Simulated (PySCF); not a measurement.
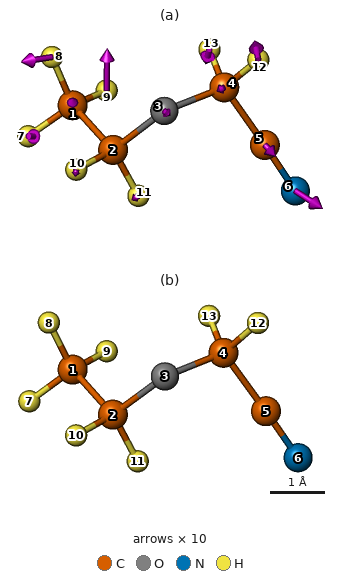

The structure of C4H7NO before (top) and after (bottom) a relaxation, at one scale. The purple arrows give the displacements, 10 times their true length.

Style: ball-and-stick. Shown at a tilt.

The start comes from GFN2-xTB.

Level of theory: PBE0-D3(BJ)/def2-SVP geometry optimisation, gas phase (PySCF 2.14.0, density-fitted response routines). 

Question: What changed between the two?

Answer: The atom that moves furthest after the best rigid fit is H9 (0.085 Å). Largest moves by element: H 0.085 Å, N 0.071 Å, C 0.033 Å, O 0.018 Å. Near-neighbour distances that change, for instance: C4–C5 1.453 → 1.475 Å, O3–C4 1.409 → 1.387 Å, C5–N6 1.143 → 1.157 Å, C1–H7 1.086 → 1.100 Å. Over 3 geometry steps the energy falls by 4.33 kJ/mol. The largest force component goes from 1.2 to 0.019 eV/Å. The run took roughly 20 core-seconds on a shared host.
